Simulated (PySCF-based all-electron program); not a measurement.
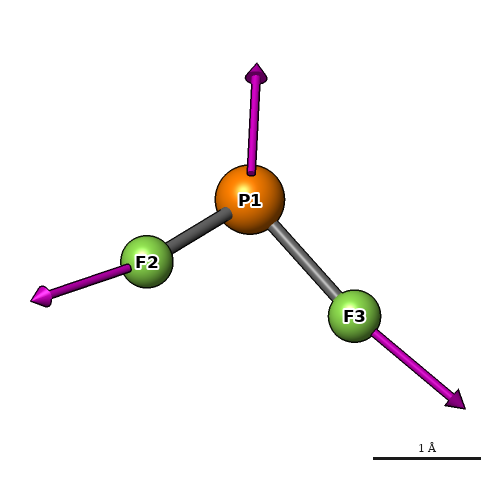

Arrows show the forces on the atoms, 0.2 Å of arrow for 1 eV/Å; forces under a tenth of the largest aren't drawn. The species is neutral and a spin doublet. Level of theory: PBE, all-electron, scalar-relativistic (spin-free Dirac), large uncontracted Gaussian sets (PySCF-based all-electron program).

List the force components in the frame of the picture (x right, y up, z towards the viewer), in eV/Å.

```csv
atom,Fx,Fy,Fz
P1,0.27,5.23,−3.81
F2,−4.63,−1.57,3.70
F3,4.37,−3.66,0.10
```
